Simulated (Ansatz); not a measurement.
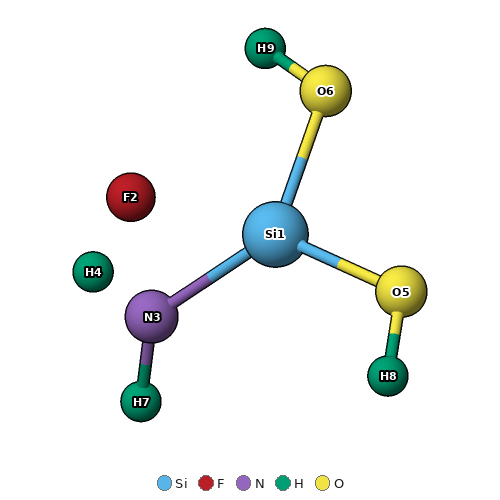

The system is the reacting system FH4NO2Si (fragments FH₄NO₂Si where the first distance is long, H₃NO₂Si + FH where the second is long); the picture shows the reference structure. The first coordinate is: distance F2–H4 (bond that forms); the second: distance Si1–F2 (bond that breaks). Relaxed at each point: all other coordinates. The scan uses a 9 × 9 grid. Points are written as (first, second). Energies: kcal/mol, counted from the lowest grid point. Energies and slopes of some neighbouring points disagree (a jump in structure or state, or too coarse a mesh). The reference is spin-restricted, so regions where a bond is pulled apart into radicals lie too high. Theory: RKS PBE0-D4/def2-SVP (Ansatz 0.2.0).

Its coordinates:

```yaml
atoms:
  - { symbol: Si, position_ang: [-0.3295, -0.1067, 0.1334] }
  - { symbol: F, position_ang: [1.4695, 0.1049, 0.9839] }
  - { symbol: N, position_ang: [0.6140, 0.1834, -1.1781] }
  - { symbol: H, position_ang: [1.5302, 0.2976, -0.2093] }
  - { symbol: O, position_ang: [-1.3490, 0.9117, 0.8987] }
  - { symbol: O, position_ang: [-0.8593, -1.5889, 0.5526] }
  - { symbol: H, position_ang: [0.5040, 0.6598, -2.0599] }
  - { symbol: H, position_ang: [-1.1633, 1.8486, 0.7841] }
  - { symbol: H, position_ang: [-0.4164, -2.3104, 0.0945] }
```

Range: distance F2–H4 (bond that forms) from 0.819 to 2.319 Å; distance Si1–F2 (bond that breaks) from 1.539 to 3.339 Å.

What landscape does the calculation give?

The lowest grid point is at (2.319 Å, 1.673 Å). It lies at the edge of the scanned range, so the true minimum may lie outside. Other grid points that lie below all their neighbours: (2.088 Å, 3.062 Å) (58 kcal/mol higher); (0.930 Å, 3.062 Å) (69 kcal/mol higher). The highest grid point, (0.819 Å, 1.539 Å), lies 131 kcal/mol above the lowest.

```
second ↓, first →  0.819  0.930  1.084  1.259  1.450  1.653  1.866  2.088  2.319
            3.339     85     71     74     83     74     66     63     61     60
            3.062     84     69     70     74     66     61     59     58     58
            2.795     87     71     70     71     65     61     60     60     61
            2.539     90     76     75     75     71     67     81     81     82
            2.296     90     76     73     71     67     64     62     60     59
            2.067     91     74     67     59     51     44     40     37     35
            1.857     95     76     63     49     36     27     20     16     13
            1.673    108     86     67     47     30     17      9      3      0
            1.539    131    106     82     57     37     22     12      6      2
```

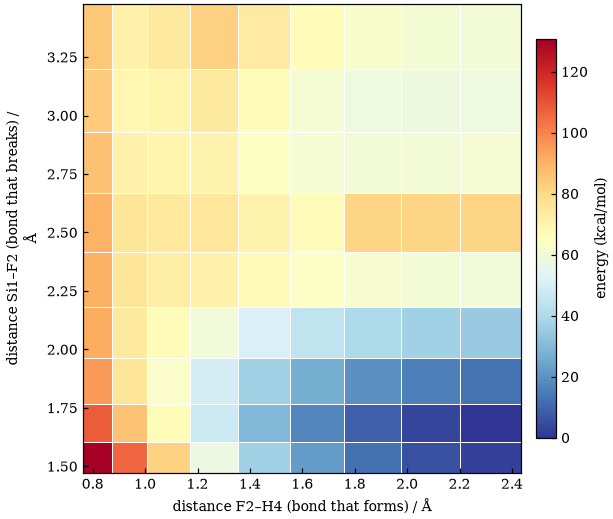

The picture shows one coloured cell a grid point.

Each point was launched as `ansatz run input.yaml --threads 1 --pin off --max-ram 2560MiB --backend cpu --events-out ev --progress --plain --runs-dir out`. The whole map (81 points run) took 32 min on 1 thread of Arm Neoverse V2, on a shared host.
